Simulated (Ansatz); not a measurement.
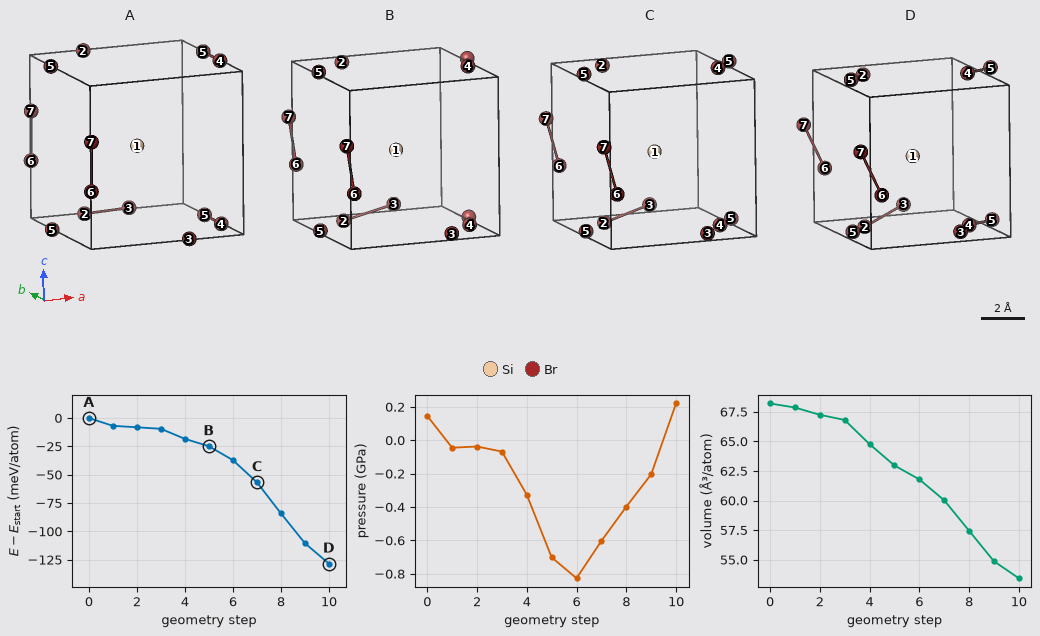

Frames of a relaxation of solid SiBr6 (a generated structure, set up in P1) (coarse preliminary run), marked on the history of the run. Style: ball-and-stick. Shown: the cell of the calculation, slightly off an axis.

Theory: Ansatz, DFT PBE, scalar-relativistic, plane waves, PAW. (plane-wave cutoff 420 eV; k-point mesh 4 × 4 × 4; occupations gaussian; smearing width 0.1 eV; no spin polarisation; cell and atoms relaxed; force threshold 0.015 eV/Å; at most 120 steps)

> What happens along the run?

The run was cut off at its time limit before the relaxation converged, so the last structure is only a point on the way. After 10 geometry steps the energy has fallen by 128 meV per atom. Largest force component: 1 eV/Å at the start, 0.33 eV/Å at the end. Pressure: 0.15 GPa at the start and 0.22 GPa at the end. The largest move relative to the cell is that of Br4, 0.99 Å roughly along [−3 1 1]. Largest moves by element: Br 0.99 Å, Si 0.09 Å. The drawn cell changes as follows: a 7.758 → 7.067 Å (−8.9 %), b 7.790 → 7.177 Å (−7.9 %), c 7.905 → 7.381 Å (−6.6 %), α 88.7° → 89.8°, β 89.0° → 89.7°, γ 90.8° → 92.1°; the volume changes by −21.6 %. Some distances before and after: Br3–Br4 3.803 → 2.575 Å, Br2–Br5 3.770 → 2.588 Å, Br2–Br3 2.275 → 2.638 Å, Br4–Br5 2.378 → 2.545 Å. New bonds form: Br2–Br5 (3.77 → 2.59 Å), Br3–Br4 (3.80 → 2.57 Å). The space group stays P1 (No. 1). From step 0 to 5: Br atoms move most (0.43 Å), volume −7.7 %, energy −24.9 meV per atom. From step 5 to 7: Br4 moves most (0.31 Å), volume −4.7 %, energy −31.8 meV per atom. From step 7 to 10: Br atoms move most (0.51 Å), volume −11.0 %, energy −71.8 meV per atom.
